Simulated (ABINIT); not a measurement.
# A GW chain in ABINIT: LiNbO3 (R3c), part 3 of 3

Wanted: ground state, empty states, screening and self-energy for LiNbO3 (R3c).

ABINIT 10.8.3; PBE and many-body steps on it, plane waves. Known limits of the many-body steps: not at the basis limit; screening head approximate.

So far. Step 4 (Empty states on the mesh, 4×4×4 mesh, 166 bands): On this mesh the gap is 3.578 eV. Step 5 (Screening, 4×4×4 mesh, 152 bands, screening to 81.6 eV): Local fields lower ε∞ by 9 %.

## 6. Self-energy, 4×4×4 mesh, 152 bands, screening to 81.6 eV

The self-energy is evaluated for the states that the input lists, and the levels follow from it, in one-shot runs by the linearised quasiparticle equation.

This step: G0W0 on PBE with spin-orbit coupling, plane waves, norm-conserving pseudopotentials.

File run.abi:

```
acell 3*1.0 Angstrom
rprim 
  2.575800000019 1.487138823389 4.623000000000
  -2.575800000018 1.487138823389 4.623000000000
  0.000000000000 -2.974277646779 4.623000000000
ntypat 3
znucl 3 41 8
natom 10
typat 1 1 2 2 3 3 3 3 3 3
xred 
  0.281500000000 0.281500000000 0.281500000000
  0.781500000000 0.781500000000 0.781500000000
  0.000055000000 0.000055000000 0.000055000000
  0.500055000000 0.500055000000 0.500055000000
  0.112310000000 0.358360000000 0.719590000000
  0.719590000000 0.112310000000 0.358360000000
  0.358360000000 0.719590000000 0.112310000000
  0.219590000000 0.858360000000 0.612310000000
  0.858360000000 0.612310000000 0.219590000000
  0.612310000000 0.219590000000 0.858360000000
pp_dirpath "pseudos"
pseudos "Li.upf, Nb.upf, O.upf"
ecut 37
nspinor 2
ngkpt 4 4 4
nshiftk 1
shiftk 0 0 0
kptopt 1
chksymbreak 0
istwfk *1
occopt 1
irdwfk 1
optdriver 4
nband 152
gwcalctyp 0
ecutsigx 37
symsigma 0
nkptgw 2
kptgw 
  0.0000000000 0.0000000000 0.0000000000
  0.5000000000 0.2500000000 0.0000000000
bdgw 
  65 72
  66 71
ecuteps 3
irdscr 1
ppmodel 1
indata_prefix "in"
outdata_prefix "out"
tmpdata_prefix "tmp"
```

Command:

```console
OMP_NUM_THREADS=1 mpirun -n 4 abinit run.abi > log
```

Numbers of over 12 decimals in the logs are rounded to 6 here.

The program printed:

```text
.Version 10.8.3 of ABINIT. v10.8.2 released Aug 2026.

 Symmetries : space group R3 c (#161); Bravais hR (rhombohedral)
[... echo of the input left out ...]
== DATASET  1 ==================================================================
-   mpi_nproc: 4, omp_nthreads: 1 (-1 if OMP is not activated)

--- !DatasetInfo
iteration_state: {dtset: 1, }
dimensions: {natom: 10, nkpt: 13, mband: 152, nsppol: 1, nspinor: 2, nspden: 1, mpw: 7739, }
cutoff_energies: {ecut:  37.0, pawecutdg:  -1.0, }
electrons: {nelect:   6.80000000E+01, charge:   0.00000000E+00, occopt:   1.00000000E+00, tsmear:   1.00000000E-02, }

 SIGMA: Calculation of the GW corrections

 Based on a program developped by R.W. Godby, V. Olevano, G. Onida, and L. Reining.
 Incorporated in ABINIT by V. Olevano, G.-M. Rignanese, and M. Torrent.
.Using double precision arithmetic ; gwpc =  8

[... cell and pseudopotentials left out ...]
--------------------------------------------------------------------------------

 ==== K-mesh for the wavefunctions ====
 Number of points in the irreducible wedge :    13
[... list of points left out ...]
 Together with  6 symmetry operations and time-reversal symmetry
 yields    64 points in the full Brillouin Zone.

 ==== Q-mesh for screening function ====
 Number of points in the irreducible wedge :    13
[... list of points left out ...]
 Together with  6 symmetry operations and time-reversal symmetry
 yields    64 points in the full Brillouin Zone.

 vcoul_init : cutoff-mode = AUXILIARY_FUNCTION
 q-points for optical limit:   1
     1)      0.000010    0.000020    0.000030
 setmesh: FFT mesh size selected  =    60x   60x   60
          total number of points  =       216000

 Number of electrons calculated from density =   68.0000; Expected =   68.0000
 average of density, n =  0.094836
 r_s =    1.3603
 omega_plasma =   29.7059 [eV]

 === KS Band Gaps ===
  >>>> For spin  1
   Minimum direct gap =   3.5940 [eV], located at k-point      :   0.0000  0.0000  0.0000
   Fundamental gap    =   3.5777 [eV], Top of valence bands at :   0.0000  0.0000  0.0000
                                       Bottom of conduction at :   0.5000  0.2500  0.0000
 SIGMA fundamental parameters:
 PLASMON POLE MODEL  1
 number of plane-waves for SigmaX                 7739
 number of plane-waves for SigmaC and W            175
 number of plane-waves for wavefunctions          7739
 number of bands                                   152
 number of independent spin polarizations            1
 number of spinorial components                      2
 number of k-points in IBZ                          13
 number of q-points in IBZ                          13
 number of symmetry operations                       6
 number of k-points in BZ                           64
 number of q-points in BZ                           64
 number of frequencies for dSigma/dE                 9
 frequency step for dSigma/dE [eV]                0.25
 number of omega for Sigma on real axis              0
 max omega for Sigma on real axis  [eV]           0.00
 zcut for avoiding poles [eV]                     0.10

 EPSILON^-1 parameters (SCR file):
 dimension of the eps^-1 matrix on file            175
 dimension of the eps^-1 matrix used               175
 number of plane-waves for wavefunctions          7739
 number of bands                                   152
 number of q-points in IBZ                          13
 number of frequencies                               2
 number of real frequencies                          1
 number of imag frequencies                          1

 matrix elements of self-energy operator (all in [eV])

 Perturbative Calculation

--- !SelfEnergy_ee
iteration_state: {dtset: 1, }
kpoint     : [   0.000,    0.000,    0.000, ]
spin       : 1
KS_gap     :    3.594
QP_gap     :    5.424
Delta_QP_KS:    1.830
data: !SigmaeeData |
     Band     E0 <VxcDFT>   SigX SigC(E0)      Z dSigC/dE  Sig(E)    E-E0       E
       65   4.468 -19.861 -24.867   5.239   0.771  -0.296 -19.681   0.180   4.648
       66   4.468 -19.861 -24.867   5.239   0.771  -0.296 -19.681   0.180   4.648
       67   4.486 -19.870 -24.863   5.229   0.772  -0.296 -19.688   0.182   4.668
       68   4.486 -19.870 -24.862   5.229   0.772  -0.296 -19.687   0.182   4.668
       69   8.080 -17.145 -11.423  -3.249   0.814  -0.229 -15.133   2.013  10.093
       70   8.080 -17.145 -11.424  -3.249   0.814  -0.229 -15.133   2.013  10.092
       71   8.107 -17.094 -11.351  -3.270   0.814  -0.228 -15.081   2.013  10.120
       72   8.107 -17.094 -11.351  -3.270   0.814  -0.228 -15.081   2.013  10.120

--- !SelfEnergy_ee
iteration_state: {dtset: 1, }
kpoint     : [   0.500,    0.250,    0.000, ]
spin       : 1
KS_gap     :    3.695
QP_gap     :    5.547
Delta_QP_KS:    1.852
data: !SigmaeeData |
     Band     E0 <VxcDFT>   SigX SigC(E0)      Z dSigC/dE  Sig(E)    E-E0       E
       66   4.184 -19.713 -24.679   5.153   0.773  -0.293 -19.569   0.145   4.329
       67   4.366 -19.756 -24.824   5.260   0.771  -0.297 -19.608   0.148   4.514
       68   4.369 -19.758 -24.820   5.255   0.771  -0.296 -19.609   0.149   4.518
       69   8.063 -17.076 -11.309  -3.312   0.815  -0.227 -15.074   2.001  10.065
       70   8.120 -17.047 -11.272  -3.326   0.815  -0.227 -15.051   1.996  10.115
       71   8.558 -17.485 -11.712  -3.258   0.809  -0.237 -15.452   2.033  10.591

== END DATASET(S) ==============================================================
================================================================================

 -outvars: echo values of variables after computation  --------
           etotal      0.0000000000E+00
            nband         152
             nkpt          13
          spgroup         161
 [... the other variables as echoed above ...]

 Calculation completed.
```

Wall time 5.2 min (4 MPI ranks of Arm Neoverse V1, shared host); peak memory 7.4 GiB; 21 min of CPU time.

This step gave:

- G0W0 gap on the points computed: 5.397 eV
- starting gap on the mesh: 3.578 eV
- k of the valence top: 0, 0, 0
- k of the conduction bottom: 0.5, 0.25, 0
- Z at the valence top: 0.772
- Z at the conduction bottom: 0.815
- least direct G0W0 gap on the computed points: 5.424 eV

The gap on the mesh goes from 3.58 eV to 5.40 eV, a correction of +1.82 eV.

Limits: finite bands, cutoff and mesh; screening head approximate. v1 is the top filled band, c1 the lowest empty one. Levels before and after the correction, in eV, zero at the valence-band top of each column:

|  | conduction bottom | valence top |
| --- | --- | --- |
| Kohn-Sham | 3.58 | 0.00 |
| G0W0 | 5.40 | 0.00 |

|  | level | energy (eV) |
| --- | --- | --- |
| Kohn-Sham | Γ v4-v3 | -0.017 |
| Kohn-Sham | Γ v2-v1 | 0.000 |
| Kohn-Sham | Γ c1-c2 | 3.594 |
| Kohn-Sham | Γ c3-c4 | 3.621 |
| Kohn-Sham | (0.5 0.25 0) v3 | -0.302 |
| Kohn-Sham | (0.5 0.25 0) v2 | -0.120 |
| Kohn-Sham | (0.5 0.25 0) v1 | -0.117 |
| Kohn-Sham | (0.5 0.25 0) c1 | 3.578 |
| Kohn-Sham | (0.5 0.25 0) c2 | 3.634 |
| Kohn-Sham | (0.5 0.25 0) c3 | 4.072 |
| G0W0 | Γ v4-v3 | -0.020 |
| G0W0 | Γ v2-v1 | 0.000 |
| G0W0 | Γ c1-c2 | 5.425 |
| G0W0 | Γ c3-c4 | 5.452 |
| G0W0 | (0.5 0.25 0) v3 | -0.339 |
| G0W0 | (0.5 0.25 0) v2 | -0.154 |
| G0W0 | (0.5 0.25 0) v1 | -0.150 |
| G0W0 | (0.5 0.25 0) c1 | 5.397 |
| G0W0 | (0.5 0.25 0) c2 | 5.447 |
| G0W0 | (0.5 0.25 0) c3 | 5.923 |

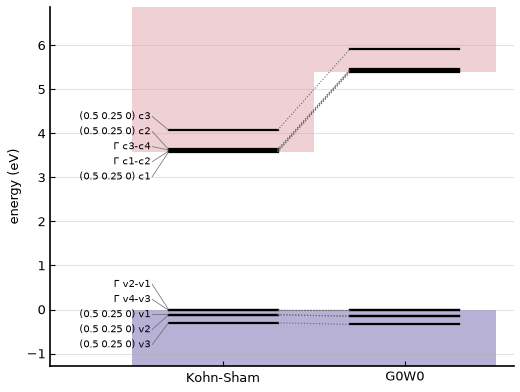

Levels before and after the correction. Shaded: valence and conduction bands.

## 7. Where the time went

Times are wall times on 4 MPI ranks of Arm Neoverse V1, shared host, good to a factor of about two.

| step | time | share | memory (GiB) |
| --- | --- | --- | --- |
| ground state | 10 min | 16 % | 0.78 |
| bands along the symmetry lines | 8.7 min | 14 % | 1 |
| empty states on the mesh | 9.3 min | 15 % | 0.91 |
| screening | 31 min | 48 % | 10 |
| self-energy | 5.2 min | 8 % | 7.4 |

## 8. Summary of results

| Property | Result |
| --- | --- |
| PBE gap | 3.55 eV, indirect (only 47 meV under the direct gap) |
| G0W0 gap on the mesh | 5.40 eV |
| G0W0 gap over the zone (rigid shift) | 5.37 eV |
| GW settings | 4×4×4 mesh, 152 bands, screening to 81.6 eV, Godby-Needs plasmon pole |
| known limits | not at the basis limit; screening head approximate |

In words: G0W0 moves the gap on the mesh from 3.58 eV to 5.40 eV (+1.82 eV), with Z of 0.77 and 0.81 at the edges. The mesh misses the band edges by 0.03 eV in all; a rigid shift gives 5.37 eV for the zone. Local fields lower the RPA ε∞ on this mesh from 6.25 to 5.72. Only 2 of the mesh's irreducible points were corrected, so a valley elsewhere could overtake. The dearest step here is «screening». Bands and cutoff are finite, so the gap is not at the basis limit. The miss can reach some tenths of an eV and take either sign; the mesh is an error of its own. In the G0W0 run levels were corrected at 2 k points alone, so a gap called «on the mesh» is the least over those, and an edge elsewhere would be missed. The long-wavelength limit of the screening leaves out the non-local commutator, which shifts ε∞.

[Paths, hosts, dates, memory and timing lines, banners, echoed tables and standing remarks are left out of the program output.]

[Logs are printed without paths, hosts, clocks, repeated set-up lines and the standing remarks that a program may print on its own settings, such as how far it seeks lower states.]

[Runs of the session that timed out or met a known fault of the program may be left out.]

[Hosts, paths, dates, database ids (printed as entryN), source tags and the programs' standing remarks are cut or masked in the printed files.]

[G0W0 gaps are taken among the corrected bands and points alone; a level outside them can change the order at an edge.]

[Where Ansatz stands beside ABINIT at settings called matched, ABINIT's density can come from a denser mesh and the files from another edition; pairs whose starting gaps differed by over 0.03 eV were left out, so agreement reads better than it is.]
